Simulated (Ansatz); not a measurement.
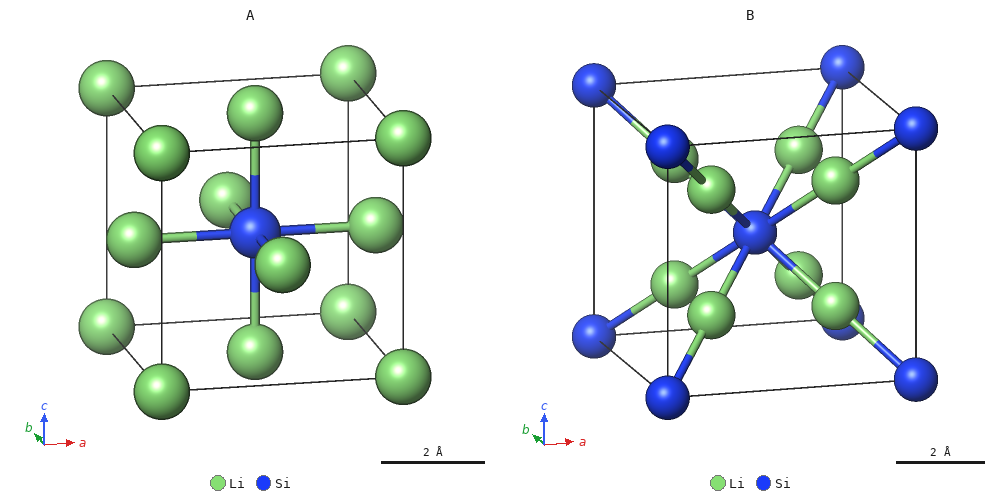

Two structures of Li4Si, each relaxed to rest (conventional cells in solid outline, small ones repeated, not to one scale). Method: Ansatz 0.2.0, DFT PBE, scalar-relativistic, plane waves, PAW, without spin polarisation.

**Which two forms are compared?**

A: 5 atoms a cell on a primitive cubic lattice, Pm-3m. B: 10 atoms a cell on a body-centred cubic lattice, Im-3m.

**Which is the more stable form at this level of theory?**

B is lower, by 143 meV/atom at this level of theory (energies at zero smearing). Volumes: A 22.6, B 20.8 Å³/atom.

One or both may be structure types tried for this composition rather than known phases.
